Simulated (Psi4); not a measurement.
# M06-L/cc-pVDZ run of BNH3F3 (SMILES [NH3+][B-](F)(F)F)

Aim: the energy change on altering one bond length of BNH3F3 at M06-L/cc-pVDZ, from 2 runs. The job is set up through a QCSchema input.

The calculation is run with Psi4 1.11.

2 further runs of the same task are left out: 2 set aside as unsound or not needed.

### 1 The structure to begin with

The species is BNH3F3 (8 atoms), meant as a singlet with charge 0. As SMILES, `[NH3+][B-](F)(F)F`. The coordinates come from a PBE0-D4/def2-TZVP relaxation.

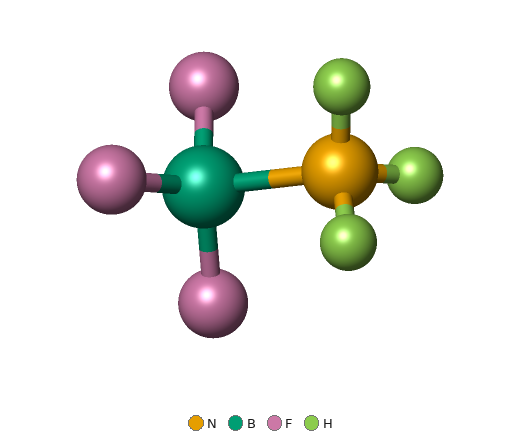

Viewed from a chosen angle; nitrogen amber, boron teal, fluorine pink, hydrogen green.

### 2 The energy at M06-L/cc-pVDZ

File input.json:

```json
{
 "schema_name": "qcschema_input",
 "schema_version": 1,
 "molecule": {
  "schema_name": "qcschema_molecule",
  "schema_version": 2,
  "symbols": ["N", "B", "F", "F", "F", "H", "H", "H"],
  "geometry": [-0.94826457, -0.09902165, 1.22019616, 1.00438944, 0.0731324, -1.26252602, 2.87446241, -1.62592036, -0.71450545, -0.47507715, -0.58978352, -3.27659613, 1.78314557, 2.5384691, -1.28387993, -2.41941636, 1.10983615, 0.98643704, -0.01190527, 0.3677407, 2.82835309, -1.63329029, -1.88235619, 1.39707452],
  "molecular_charge": 0,
  "molecular_multiplicity": 1,
  "fix_symmetry": "c1",
  "fix_com": true,
  "fix_orientation": true
 },
 "driver": "energy",
 "model": {
  "method": "m06-l",
  "basis": "cc-pVDZ"
 },
 "keywords": {
  "reference": "rks",
  "puream": true,
  "e_convergence": 1e-09,
  "d_convergence": 1e-08,
  "scf_type": "pk",
  "dft_radial_points": 99,
  "dft_spherical_points": 590
 }
}
```

Command:

```sh
$ psi4 --qcschema input.json -n 1 --memory 1600MB
```

stdout:

```text
[...]
  Running in c1 symmetry.
[...]
  Nuclear repulsion =  191.439123136867011
[...]
  Multiplicity = 1
[...]
  Nalpha       = 21
  Nbeta        = 21
[...]
    Number of basis functions: 85
[...]
   @RKS iter   1:  -380.87790153434554   -4.29870e-01   9.60406e-03 DIIS/ADIIS
[...]
   @RKS iter  10:  -381.11855382026380   -1.02318e-12   4.02278e-09 DIIS
[...]
    Orbital Energies [Eh]
    ---------------------
    Doubly Occupied:
       1A    -24.454797     2A    -24.454778     3A    -24.454768
       4A    -14.274359     5A     -6.741736     6A     -1.163138
       7A     -1.124894     8A     -1.124864     9A     -0.936354
      10A     -0.533098    11A     -0.533083    12A     -0.511713
      13A     -0.448072    14A     -0.431798    15A     -0.431783
      16A     -0.340489    17A     -0.340480    18A     -0.319282
      19A     -0.319266    20A     -0.315212    21A     -0.296721
[...]
  @RKS Final Energy:  -381.11855382026380
   => Energetics <=
    Nuclear Repulsion Energy =            191.4391231368670105
    One-Electron Energy =                -909.8534439798495441
    Two-Electron Energy =                 380.9792770824442414
    DFT Exchange-Correlation Energy =     -43.6835100597255135
    Empirical Dispersion Energy =           0.0000000000000000
    VV10 Nonlocal Energy =                  0.0000000000000000
    Total Energy =                       -381.1185538202637986
[...]
 Multipole Moments:
 ------------------------------------------------------------------------------------
     Multipole            Electronic (a.u.)      Nuclear  (a.u.)        Total (a.u.)
 ------------------------------------------------------------------------------------
 L = 1.  Multiply by 2.5417464519 to convert [e a0] to [Debye]
 Dipole X            :        -33.4613075           31.9622608           -1.4990468
 Dipole Y            :         -2.3049857            2.1726181           -0.1323676
 Dipole Z            :         41.9406049          -40.0342259            1.9063790
 Magnitude           :                                                    2.4287740
[...]
```

The result, in JSON:

```text
{
 "driver": "energy",
 "model": {
  "method": "m06-l",
  "basis": "cc-pVDZ"
 },
 "success": true,
 "return_result": -381.1185538202638,
 "properties": {
  "calcinfo_nbasis": 85,
  "calcinfo_nmo": 85,
  "calcinfo_nalpha": 21,
  "calcinfo_nbeta": 21,
  "calcinfo_natom": 8,
  "nuclear_repulsion_energy": 191.439123136867,
  "return_energy": -381.1185538202638,
  "scf_one_electron_energy": -909.8534439798495,
  "scf_two_electron_energy": 380.97927708244424,
  "scf_xc_energy": -43.68351005972551,
  "scf_dipole_moment": [-1.4990467640809761, -0.1323676486571883, 1.9063789668858249],
  "scf_total_energy": -381.1185538202638,
  "scf_iterations": 10
 }
}
```

Run time: 21 s. Hardware: 1 thread of Intel Xeon 6975P-C (Granite Rapids), shared host; peak memory 1.1 GiB.

### 3 The distorted shape

File input.json:

```json
{
 "schema_name": "qcschema_input",
 "schema_version": 1,
 "molecule": {
  "schema_name": "qcschema_molecule",
  "schema_version": 2,
  "symbols": ["N", "B", "F", "F", "F", "H", "H", "H"],
  "geometry": [-1.69730854, -0.47240885, -0.0662538, 0.25534546, -0.3002548, -2.54897598, 2.12541844, -1.99930756, -2.0009554, -1.22412112, -0.96317073, -4.56304608, 1.0341016, 2.1650819, -2.57032989, -3.16846033, 0.73644895, -0.30001292, -0.01190527, 0.3677407, 2.82835309, -2.38233426, -2.2557434, 0.11062457],
  "molecular_charge": 0,
  "molecular_multiplicity": 1,
  "fix_symmetry": "c1",
  "fix_com": true,
  "fix_orientation": true
 },
 "driver": "energy",
 "model": {
  "method": "m06-l",
  "basis": "cc-pVDZ"
 },
 "keywords": {
  "reference": "rks",
  "puream": true,
  "e_convergence": 1e-09,
  "d_convergence": 1e-08,
  "scf_type": "pk",
  "dft_radial_points": 99,
  "dft_spherical_points": 590,
  "scf_properties": ["LOWDIN_CHARGES", "MULLIKEN_CHARGES", "QUADRUPOLE"]
 }
}
```

Command:

```sh
$ psi4 --qcschema input.json -n 1 --memory 1600MB
```

stdout (excerpt; [...] marks lines left out):

```text
[...]
  Running in c1 symmetry.
[...]
  Nuclear repulsion =  188.594261840733054
[...]
  Multiplicity = 1
[...]
  Nalpha       = 21
  Nbeta        = 21
[...]
    Number of basis functions: 85
[...]
   @RKS iter   1:  -380.59881444784276   -3.82919e-01   1.06217e-02 ADIIS/DIIS
[...]
   @RKS iter  13:  -380.97887310613146   -2.16005e-12   9.43886e-09 DIIS
[...]
  @RKS Final Energy:  -380.97887310613146
   => Energetics <=
    Nuclear Repulsion Energy =            188.5942618407330542
    One-Electron Energy =                -904.3890289335425905
    Two-Electron Energy =                 378.3047302721827236
    DFT Exchange-Correlation Energy =     -43.4888362855047177
    Empirical Dispersion Energy =           0.0000000000000000
    VV10 Nonlocal Energy =                  0.0000000000000000
    Total Energy =                       -380.9788731061314593
[...]
 Multipole Moments:
 ------------------------------------------------------------------------------------
     Multipole            Electronic (a.u.)      Nuclear  (a.u.)        Total (a.u.)
 ------------------------------------------------------------------------------------
 L = 1.  Multiply by 2.5417464519 to convert [e a0] to [Debye]
 Dipole X            :         -2.6136565            1.2514579           -1.3621985
 Dipole Y            :         13.0503774          -13.1362572           -0.0858798
 Dipole Z            :         94.7613812          -92.7786741            1.9827071
 Magnitude           :                                                    2.4070911
 L = 2.  Multiply by 1.3450342976 to convert [e a0^2] to [Debye ang]
 Quadrupole XX       :       -118.6996234           99.9739792          -18.7256442
 Quadrupole XY       :          0.0508526            0.7828532            0.8337058
[...]
  Mulliken Charges: (a.u.)
   Center  Symbol    Alpha    Beta     Spin     Total
       1     N     3.57611  3.57611  0.00000 -0.15223
       2     B     2.33916  2.33916  0.00000  0.32168
       3     F     4.62198  4.62198  0.00000 -0.24396
       4     F     4.61206  4.61206  0.00000 -0.22412
       5     F     4.62201  4.62201  0.00000 -0.24402
       6     H     0.41947  0.41947  0.00000  0.16105
       7     H     0.38974  0.38974  0.00000  0.22051
       8     H     0.41946  0.41946  0.00000  0.16108
   Total alpha = 21.00000, Total beta = 21.00000, Total charge = -0.00000
[...]
```

The result, in JSON:

```text
{
 "driver": "energy",
 "model": {
  "method": "m06-l",
  "basis": "cc-pVDZ"
 },
 "success": true,
 "return_result": -380.97887310613146,
 "properties": {
  "calcinfo_nbasis": 85,
  "calcinfo_nmo": 85,
  "calcinfo_nalpha": 21,
  "calcinfo_nbeta": 21,
  "calcinfo_natom": 8,
  "nuclear_repulsion_energy": 188.59426184073305,
  "return_energy": -380.97887310613146,
  "scf_one_electron_energy": -904.3890289335426,
  "scf_two_electron_energy": 378.3047302721827,
  "scf_xc_energy": -43.48883628550472,
  "scf_dipole_moment": [-1.3621985173994329, -0.08587982807018513, 1.982707087983215],
  "scf_total_energy": -380.97887310613146,
  "scf_iterations": 13
 }
}
```

Wall time 24 s (1 thread of Intel Xeon 6975P-C (Granite Rapids), shared host); peak memory 1.1 GiB.

### 4 What came out

At M06-L/cc-pVDZ:

| quantity | value |
| --- | --- |
| first shape: total energy | -381.11855 Eh |
| first shape: dipole moment | 6.17 D |
| first shape: HOMO energy | -8.07 eV |
| first shape: LUMO energy | 0.28 eV |
| first shape: HOMO–LUMO gap | 8.36 eV |
| distorted shape: total energy | -380.97887 Eh |
| distorted shape: dipole moment | 6.12 D |
| distorted shape: HOMO energy | -8.05 eV |
| distorted shape: LUMO energy | -5.26 eV |
| distorted shape: HOMO–LUMO gap | 2.78 eV |
| energy change with the N1–H7 bond stretched from 1.015 to 1.827 Å | 3.801 eV |

In words: With the N1–H7 bond stretched from 1.015 to 1.827 Å the energy rises by 3.80 eV (367 kJ/mol). The first shape isn't relaxed at this level, so the change isn't measured from a minimum. Mulliken charges (distorted shape) run from -0.24 on F5 to +0.32 on B2; they depend strongly on the basis.
